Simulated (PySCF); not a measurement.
# How the numerical set-up moves the result for PO⁻ (triplet)

The method stays; parts of the set-up, such as the basis or the Hamiltonian, are changed.

Method: each script names its method and basis; program: PySCF 2.14.0.

3 further runs of the same task are left out: 3 that didn't finish.

**1. Starting geometry**

PO⁻ (triplet): 2 atoms, charge -1, spin multiplicity 3.

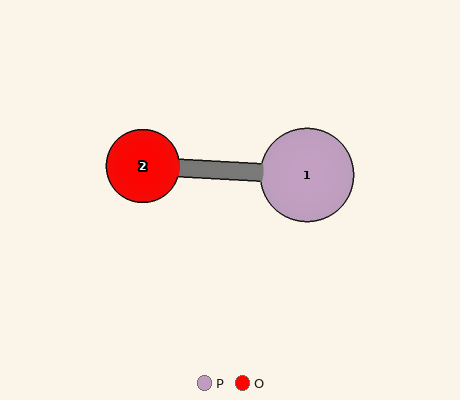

The starting geometry (phosphorus pink, oxygen red); atoms are numbered from 1 in the order of the file.

**2. The base run**

File input.py:

```python
from pyscf import gto, scf

mol = gto.M(
    atom='P 0 0 0; O 0 0 1.765',
    basis='cc-pvdz',
    charge=-1,
    spin=2,
    verbose=4,
)
mf = scf.ROHF(mol)
mf.kernel()
mf.dip_moment()
print('orbital energies (hartree):', mf.mo_energy[..., max(0, mol.nelec[1]-3):mol.nelec[0]+3].round(4))
```

Launch:

```sh
> OMP_NUM_THREADS=1 python input.py
```

The log of this run is left out.

Base result: E(SCF) = -415.533028 Eh, 12 cycles.

The bond length is a typed value, not an optimised one. The dipole of an ion depends on the origin. The triplet is typed in the script; nothing here shows that it is the ground state.

**3. Sto-3g**

Run 1 changes basis set: cc-pvdz → sto-3g.

File input.py:

```python
from pyscf import gto, scf

mol = gto.M(
    atom='P 0 0 0; O 0 0 1.765',
    basis='sto-3g',
    charge=-1,
    spin=2,
    verbose=4,
)
mf = scf.ROHF(mol)
mf.kernel()
mf.dip_moment()
print('orbital energies (hartree):', mf.mo_energy[..., max(0, mol.nelec[1]-3):mol.nelec[0]+3].round(4))
```

Launch:

```sh
> OMP_NUM_THREADS=1 python input.py
```

**4. 6-31g***

Run 2 changes basis set: cc-pvdz → 6-31g*.

Edit input.py of step 2 so:

```diff
@@ -4,3 +4,3 @@
     atom='P 0 0 0; O 0 0 1.765',
-    basis='cc-pvdz',
+    basis='6-31g*',
     charge=-1,
```

**5. Cartesian functions on**

Run 3 changes Cartesian functions: off → on.

Edit input.py of step 2 so:

```diff
@@ -7,2 +7,3 @@
     spin=2,
+    cart=True,
     verbose=4,
```

**Question.** What will these runs give? Wanted: for each run, E(SCF); from base.

As calculated:

```tsv
run	E(SCF) (hartree)	from base (eV)	cycles	functions
base	-415.533028	0	12	32
sto-3g	-410.438150	+138.6387	11	14
6-31g*	-415.510298	+0.6185	12	32
Cartesian functions on	-415.534343	-0.0358	12	34
```

What this shows: The largest comparable shift of the SCF energy, +138.639 eV, comes with the run “sto-3g”. sto-3g (14 functions) gives an energy 138.64 eV higher than cc-pvdz (32). 6-31g* (32 functions) gives an energy 0.62 eV higher than cc-pvdz (32).
